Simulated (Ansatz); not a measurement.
## Nudged elastic band, with input and output: CH$_{8}$GaNO (part 2 of 2)

CH$_{8}$GaNO; RKS revPBE/def2-SVP (Ansatz 0.2.0). It belongs to a series of runs on one base structure; here: band between the two ends.

Geometry of the input (Å):
```
Ga -1.4522  -0.2774  0.3916
N  -0.0984  -1.2879  1.3407
H  -1.8029  -0.8463  -1.0468
H  -2.3376  0.6917  1.2694
H  0.7360  0.0859  0.5618
O  0.3802  0.8855  0.0328
C  1.0401  1.0356  -1.2276
H  0.0709  -2.2485  1.0189
H  -0.1743  -1.3207  2.3647
H  2.1086  1.3011  -1.0766
H  0.9798  0.1169  -1.8537
H  0.5500  1.8642  -1.7750
```

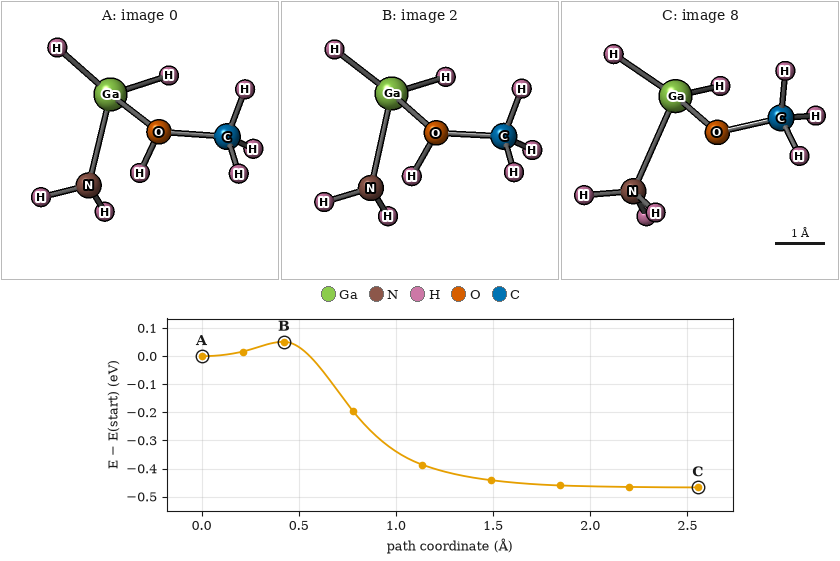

**Figure 1.** Images of the last band (counted from 0; ball-and-stick, seen at a tilt) above the energy along the path; the line is a cubic interpolation that uses the forces. The highest image is number 2, 0.051 eV above the start and 0.518 eV above the end (the climbing image); the end lies 0.467 eV below the start. The path is 2.55 Å long. The band converged in 18 iterations.

```
Total energy: -57067.12600270 eV, -2097.1781991119 hartree
Atom 0 at    -1.459787    -0.176566     0.319347 Å, force     0.003330    -0.001595     0.003380 eV/Å
Atom 1 at    -0.045764    -1.217275     1.286532 Å, force     0.003247     0.006687    -0.007469 eV/Å
Atom 2 at    -1.863538    -0.853807    -1.053618 Å, force    -0.000176     0.002379    -0.001586 eV/Å
Atom 3 at    -2.347824     0.713808     1.270549 Å, force     0.000062     0.001937    -0.001340 eV/Å
Atom 4 at     0.604035    -0.147553     0.657269 Å, force     0.001262    -0.008349     0.000650 eV/Å
Atom 5 at     0.347884     0.809426     0.041796 Å, force    -0.015750     0.010130     0.007983 eV/Å
Atom 6 at     1.024826     1.014917    -1.191220 Å, force     0.008007     0.003673    -0.018901 eV/Å
Atom 7 at     0.159313    -2.169003     0.958632 Å, force     0.000509    -0.005083     0.001935 eV/Å
Atom 8 at    -0.063705    -1.235046     2.313624 Å, force     0.000052    -0.005720     0.009384 eV/Å
Atom 9 at     2.086684     1.291243    -1.004644 Å, force    -0.001972    -0.001387     0.004841 eV/Å
Atom 10 at     1.008162     0.116734    -1.853901 Å, force    -0.000620     0.000814     0.001239 eV/Å
Atom 11 at     0.549814     1.853222    -1.744366 Å, force     0.002048    -0.003486    -0.000116 eV/Å
Dipole moment:     0.343844    -0.289828     0.021639 e Å
this run last wrote the band of iteration 18 to [file]
```

### The last band as extended XYZ (Å, eV, eV/Å)
```
12
Properties=species:S:1:pos:R:3:forces:R:3 image=0 energy=-57067.17713
Ga   -1.4522   -0.2774    0.3916   -0.0039   0.0098  -0.0092
N    -0.0984   -1.2879    1.3407   -0.0020   0.0034   0.0023
H    -1.8029   -0.8463   -1.0468    0.0024   0.0011   0.0092
H    -2.3376    0.6917    1.2694    0.0042  -0.0040  -0.0027
H     0.7360    0.0859    0.5618    0.0001  -0.0009   0.0050
O     0.3802    0.8855    0.0328   -0.0080  -0.0031   0.0154
C     1.0401    1.0356   -1.2276    0.0007  -0.0052  -0.0040
H     0.0709   -2.2485    1.0189    0.0011  -0.0107  -0.0064
H    -0.1743   -1.3207    2.3647    0.0001   0.0007   0.0051
H     2.1086    1.3011   -1.0766    0.0075   0.0053  -0.0016
H     0.9798    0.1169   -1.8537    0.0023  -0.0014  -0.0032
H     0.5500    1.8642   -1.7750   -0.0045   0.0051  -0.0099
12
Properties=species:S:1:pos:R:3:forces:R:3 image=1 energy=-57067.16071
Ga   -1.4674   -0.2395    0.3649   -0.0018  -0.0483   0.0355
N    -0.0750   -1.2510    1.3071   -0.0239  -0.0412   0.0190
H    -1.8512   -0.8527   -1.0451    0.0072   0.0042   0.0048
H    -2.3449    0.7095    1.2700    0.0018  -0.0062   0.0007
H     0.6627   -0.0103    0.5843    0.0534   0.1006  -0.0637
O     0.3593    0.8434    0.0373   -0.0094   0.0440   0.0169
C     1.0375    1.0194   -1.2050    0.0217   0.0048  -0.0297
H     0.1217   -2.2059    0.9840   -0.0342  -0.0199   0.0258
H    -0.1015   -1.2673    2.3340   -0.0281  -0.0382   0.0013
H     2.0995    1.2960   -1.0269    0.0102   0.0034  -0.0106
H     1.0069    0.1092   -1.8474   -0.0031  -0.0013   0.0067
H     0.5524    1.8494   -1.7571    0.0062  -0.0019  -0.0068
12
Properties=species:S:1:pos:R:3:forces:R:3 image=2 energy=-57067.12595
Ga   -1.4598   -0.1766    0.3193    0.0033  -0.0016   0.0034
N    -0.0458   -1.2173    1.2865    0.0032   0.0067  -0.0075
H    -1.8635   -0.8538   -1.0536   -0.0002   0.0024  -0.0016
H    -2.3478    0.7138    1.2705    0.0001   0.0019  -0.0013
H     0.6040   -0.1476    0.6573    0.0013  -0.0083   0.0006
O     0.3479    0.8094    0.0418   -0.0158   0.0101   0.0080
C     1.0248    1.0149   -1.1912    0.0080   0.0037  -0.0189
H     0.1593   -2.1690    0.9586    0.0005  -0.0051   0.0019
H    -0.0637   -1.2350    2.3136    0.0001  -0.0057   0.0094
H     2.0867    1.2912   -1.0046   -0.0020  -0.0014   0.0048
H     1.0082    0.1167   -1.8539   -0.0006   0.0008   0.0012
H     0.5498    1.8532   -1.7444    0.0020  -0.0035  -0.0001
12
Properties=species:S:1:pos:R:3:forces:R:3 image=3 energy=-57067.37250
Ga   -1.4265   -0.0646    0.2445    0.0907   0.2933  -0.2063
N    -0.0311   -1.2160    1.2830    0.0499   0.0379   0.0070
H    -1.8722   -0.8515   -1.0560   -0.0095  -0.0292  -0.0024
H    -2.3347    0.7059    1.2816    0.0211  -0.0181   0.0040
H     0.5893   -0.3956    0.8399   -0.0441  -0.6566   0.5004
O     0.3028    0.8520    0.0099   -0.1372   0.1195  -0.0921
C     0.9973    1.0413   -1.2002   -0.0757   0.0600  -0.0443
H     0.1877   -2.1565    0.9334    0.0907   0.0501  -0.0225
H    -0.0411   -1.2335    2.3096    0.0593   0.0402   0.0103
H     2.0658    1.2962   -0.9958   -0.0629   0.0146   0.0138
H     0.9983    0.1383   -1.8650   -0.0161   0.0346  -0.0262
H     0.5646    1.8842   -1.7851    0.0338   0.0537  -0.1417
12
Properties=species:S:1:pos:R:3:forces:R:3 image=4 energy=-57067.56292
Ga   -1.3791    0.0224    0.1951    0.0454   0.0536  -0.0380
N    -0.0535   -1.2688    1.3145   -0.0257  -0.0275   0.0422
H    -1.8606   -0.8248   -1.0593    0.0156   0.0027  -0.0055
H    -2.2893    0.7097    1.2919    0.0217  -0.0021  -0.0100
H     0.6767   -0.5779    1.0165    0.0609  -0.1314   0.1311
O     0.2742    0.9341   -0.0292   -0.0253   0.0697  -0.0409
C     0.9716    1.0881   -1.2399   -0.0264   0.0360  -0.0235
H     0.1731   -2.2015    0.9491    0.0055  -0.0260   0.0249
H    -0.0953   -1.3072    2.3399   -0.0403  -0.0444   0.0286
H     2.0444    1.3175   -1.0287   -0.0202   0.0228  -0.0229
H     0.9602    0.1763   -1.8936   -0.0188   0.0200  -0.0196
H     0.5776    1.9323   -1.8563    0.0075   0.0266  -0.0664
12
Properties=species:S:1:pos:R:3:forces:R:3 image=5 energy=-57067.61842
Ga   -1.3180    0.0472    0.1784    0.0216  -0.0015  -0.0020
N    -0.0646   -1.2962    1.3657   -0.0111  -0.0058   0.0255
H    -1.7943   -0.8318   -1.0588    0.0137   0.0010   0.0003
H    -2.2420    0.7103    1.2807    0.0099  -0.0024  -0.0044
H     0.7649   -0.6987    1.1942    0.0230  -0.0279   0.0344
O     0.2842    0.9956   -0.0687    0.0165   0.0239  -0.0264
C     0.9534    1.1313   -1.2977   -0.0163   0.0186   0.0059
H     0.1281   -2.2391    1.0041   -0.0098  -0.0123   0.0099
H    -0.2186   -1.3598    2.3802   -0.0345  -0.0230   0.0117
H     2.0314    1.3612   -1.1157   -0.0022   0.0121  -0.0219
H     0.9238    0.2120   -1.9397   -0.0063   0.0065  -0.0158
H     0.5517    1.9680   -1.9227   -0.0043   0.0107  -0.0172
12
Properties=species:S:1:pos:R:3:forces:R:3 image=6 energy=-57067.63726
Ga   -1.2494    0.0415    0.1701   -0.0001   0.0039  -0.0084
N    -0.0871   -1.3197    1.4300   -0.0049   0.0090   0.0154
H    -1.7221   -0.8634   -1.0513    0.0074  -0.0059   0.0018
H    -2.1900    0.7278    1.2464    0.0054  -0.0021   0.0010
H     0.8024   -0.7997    1.3443    0.0045  -0.0100   0.0070
O     0.3481    0.9775   -0.0998    0.0151   0.0000  -0.0097
C     0.9465    1.1726   -1.3571   -0.0126   0.0007   0.0172
H     0.0633   -2.2739    1.0772   -0.0018  -0.0063  -0.0005
H    -0.3348   -1.3805    2.4263   -0.0114  -0.0036   0.0005
H     2.0288    1.4154   -1.2264    0.0043   0.0045  -0.0096
H     0.8957    0.2777   -2.0311   -0.0019   0.0026  -0.0125
H     0.4986    2.0249   -1.9286   -0.0041   0.0072  -0.0021
12
Properties=species:S:1:pos:R:3:forces:R:3 image=7 energy=-57067.64258
Ga   -1.2046   -0.0041    0.1433   -0.0005   0.0014  -0.0027
N    -0.1083   -1.3208    1.4909    0.0004   0.0011   0.0019
H    -1.6597   -0.9504   -1.0541    0.0019  -0.0029   0.0008
H    -2.1718    0.7372    1.1605    0.0009  -0.0006  -0.0008
H     0.8057   -0.8456    1.4039   -0.0008  -0.0026   0.0004
O     0.4242    0.8787   -0.1263    0.0054  -0.0013  -0.0039
C     0.9441    1.2027   -1.3910   -0.0032  -0.0009   0.0069
H     0.0083   -2.2967    1.1882   -0.0006   0.0000   0.0016
H    -0.3854   -1.3223    2.4813   -0.0021   0.0008   0.0011
H     2.0359    1.4225   -1.3064    0.0008  -0.0001  -0.0026
H     0.8382    0.3841   -2.1502   -0.0019   0.0020  -0.0045
H     0.4735    2.1147   -1.8402   -0.0004   0.0031   0.0018
12
Properties=species:S:1:pos:R:3:forces:R:3 image=8 energy=-57067.64425
Ga   -1.1809   -0.0631    0.1121    0.0026   0.0042  -0.0023
N    -0.1156   -1.3104    1.5336    0.0056  -0.0004  -0.0011
H    -1.6215   -1.0544   -1.0546    0.0011  -0.0019   0.0017
H    -2.1708    0.7315    1.0673   -0.0034   0.0022   0.0015
H     0.8101   -0.8663    1.4071   -0.0053  -0.0006  -0.0005
O     0.4742    0.7736   -0.1590    0.0055  -0.0017  -0.0050
C     0.9383    1.2265   -1.4053   -0.0060  -0.0011   0.0032
H    -0.0287   -2.3080    1.2998   -0.0011   0.0027   0.0049
H    -0.3867   -1.2327    2.5226   -0.0002  -0.0036  -0.0050
H     2.0424    1.3897   -1.3622   -0.0012   0.0014  -0.0009
H     0.7522    0.5091   -2.2471    0.0006   0.0036   0.0029
H     0.4871    2.2047   -1.7143    0.0018  -0.0048   0.0007
```

### Key numbers

| quantity | value |
| --- | --- |
| outcome | converged |
| barrier, forward | 0.051 eV |
| barrier, backward | 0.518 eV |
| hardware | 2 threads of Arm Neoverse V1, 24 GiB of memory available, shared host |
| wall time | 4.7 min (CPU time 9.2 min) |
| peak memory | 0.16 GiB |

The order of the saddle point was not checked.
